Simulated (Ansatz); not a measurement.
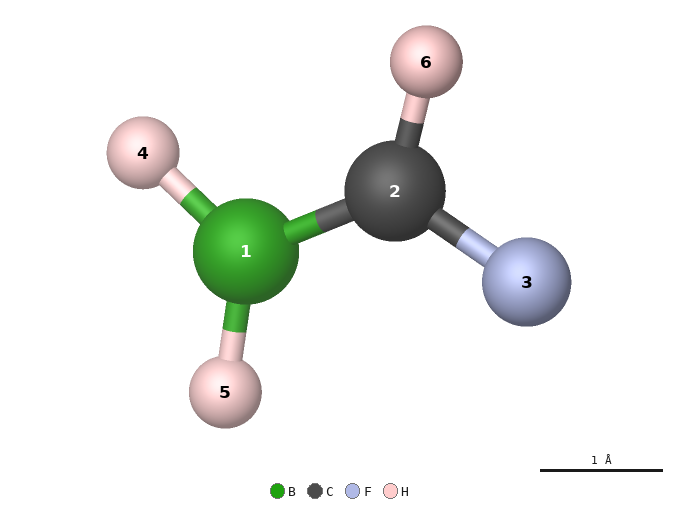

Simulated data, not a measurement (program: Ansatz).

Atoms carry their numbers in the input. State: charge −1, singlet. Geometry: atoms displaced at random (about 0.02 Å) from a stationary point of PBE0-D4.

Describe the coordination of atom 1.

Answer. B1 has 3 neighbours (C2 at 1.45, H4 at 1.20, H5 at 1.19 Å); the arrangement is trigonal planar.

What is the geometry at C2?

Answer. C2 has 3 neighbours (B1 at 1.45, F3 at 1.36, H6 at 1.12 Å); the arrangement is trigonal planar.
